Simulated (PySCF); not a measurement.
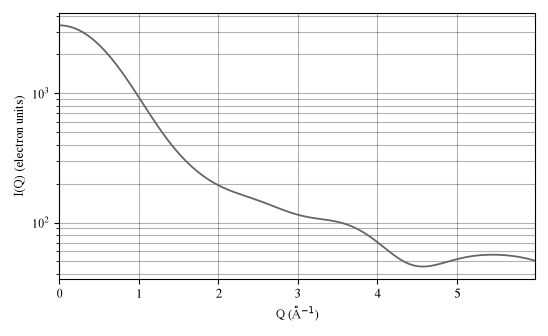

Elastic X-ray scattering of a randomly oriented, rigid molecule, calculated with the Debye equation from neutral-atom form factors (independent atoms, no Compton part, no vibration). The geometry is the end point of an optimisation (PBE0-D3(BJ)/def2-SVP geometry optimisation, gas phase in PySCF 2.14.0, density-fitted response routines); it may be a saddle point or a higher isomer. It contains F, C, N, H.

### How many electrons does the independent-atom model of the molecule hold?

I(0) is the square of the electron number: I(0) = 3360, so about 58 electrons, the count of C5H3F2N.

### What radius of gyration does the initial fall-off give?

From I(Q) ≈ I(0) exp(−Q²R²/3) at small Q, R ≈ 2.06 Å. It is larger than the electron-weighted radius of the nuclear positions alone (1.93 Å), because each atom's electron cloud adds to it.
